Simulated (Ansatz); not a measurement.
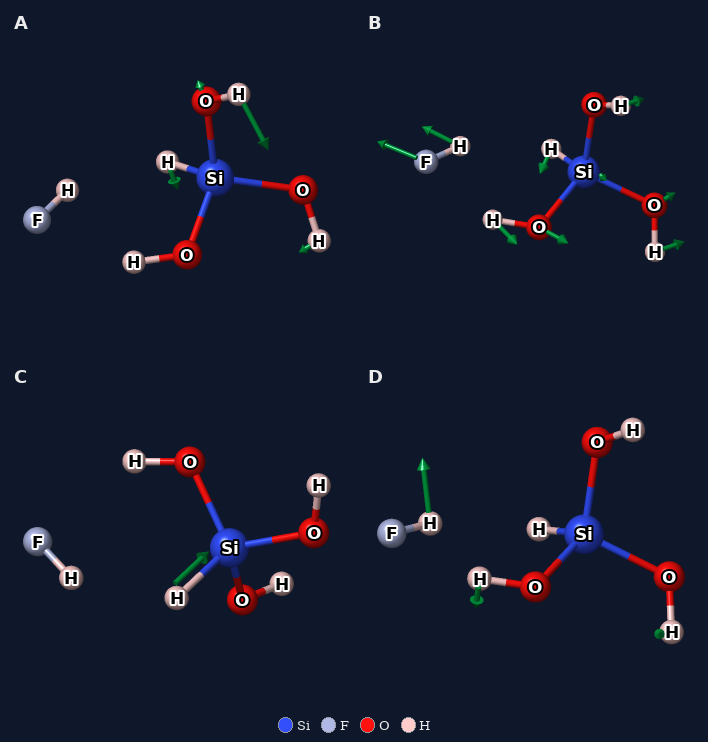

4 normal modes of one molecule or complex, as arrows. Harmonic vibrations computed with RKS PBE0-D4/def2-TZVP (Ansatz 0.2.0) at a stationary point of the same level.

Question: Match the panels to the wavenumbers 125 cm⁻¹, 283 cm⁻¹, 783 cm⁻¹, 2183 cm⁻¹.

Answer: A: 783 cm⁻¹
B: 125 cm⁻¹
C: 2183 cm⁻¹, Si–H stretching
D: 283 cm⁻¹
